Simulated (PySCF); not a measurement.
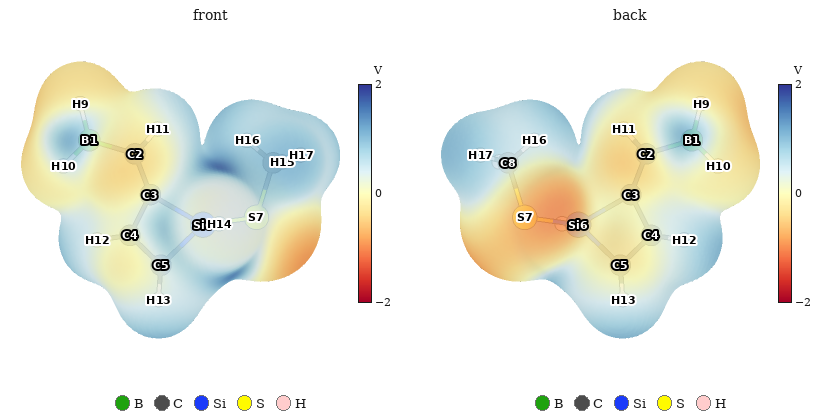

Figure. C5H9BSSi. The molecular electrostatic potential painted on the density surface at 0.002 e/bohr³, seen from the front and from behind; the colour scale runs from red (negative) to blue (positive).

Geometry: GFN2-xTB.

Theory: CAM-B3LYP/def2-SVPD, SCF density, gas phase in PySCF 2.14.0.

```xyz
17

B    -2.0861    2.0100    1.1258
C    -0.8834    1.0643    0.9858
C    -0.8292   -0.0273    0.1969
C    -1.8258   -0.6193   -0.6848
C    -1.2096   -1.6976   -1.2071
Si    0.4117   -1.4114   -0.2819
S     2.0751   -0.8761   -1.5317
C     3.0894    0.0038   -0.2987
H    -1.9912    2.9654    1.7964
H    -3.0932    1.7946    0.5724
H     0.0194    1.2786    1.5525
H    -2.8243   -0.2563   -0.8617
H    -1.6163   -2.4106   -1.9027
H     0.8761   -2.3315    0.7531
H     3.3468   -0.6671    0.5148
H     2.5445    0.8657    0.0720
H     3.9892    0.3267   -0.8111
```

Which sites attract a positive test charge, and which a negative one?

Answer. A positive charge is drawn to the negative regions and a negative charge to the positive ones. The most negative region (about −0.9 V) lies over S7, the most positive (about +1.5 V) over Si6.
